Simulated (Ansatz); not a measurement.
**Ligand exchange: C5H7N + Si(CH3)Cl3 → C4H4ClN + Si(CH3)2Cl2**

Species: C5H7N (2-methyl-1H-pyrrole) `Cc1ccc[nH]1`, singlet; Si(CH3)Cl3 (methyltrichlorosilane), singlet; C4H4ClN `Clc1ccc[nH]1`, singlet; Si(CH3)2Cl2 (dichlorodimethylsilane), singlet. The partners trade CH3 for Cl: C–CH3 and Si–Cl bonds give way to C–Cl and Si–CH3.

Shapes, held fixed at every level: PBE0-D4/def2-TZVP. Programs: Ansatz 0.2.0. The zero-point and thermal change to 298 K, harmonic and unscaled (PBE0-D4/def2-TZVP), is -4.5 kJ/mol.

```csv
level,kind,ΔH(298 K) (kJ/mol),less CCSD(T)/CBS estimate
HF/def2-SVP,Hartree–Fock,+133.2,+15.1
HF/def2-TZVPP,Hartree–Fock,+126.8,+8.7
r2SCAN0-D4/def2-TZVPP,global hybrid,+118.3,+0.2
wB97M-V/def2-TZVPP,range-separated hybrid,+116.4,-1.7
CCSD/def2-SVP,coupled cluster or CI,+124.0,+5.9
CCSD(T)/def2-TZVPP,coupled cluster or CI,+115.6,-2.5
CCSD(T)/CBS estimate,coupled cluster or CI,+118.1,0.0
```

The highest level, CCSD(T)/CBS estimate, gives ΔH(298 K) = +118.1 kJ/mol; the levels span +115.6 to +133.2. The column of differences is taken from that level and isn't an error. No measured value is set beside it here. The CBS estimate extrapolates MP2 from def2-TZVPP and def2-QZVPP and adds CCSD(T) − MP2 in the triple-zeta set, cores frozen.

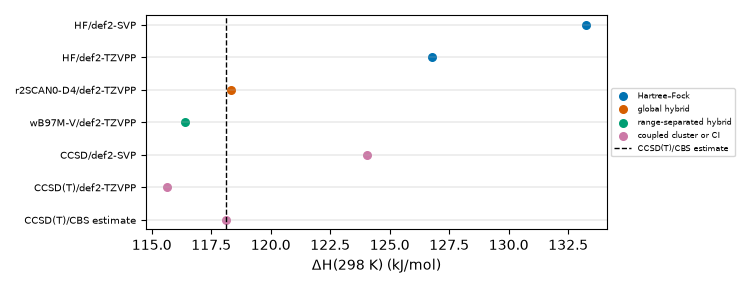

The values of the table, level by level.
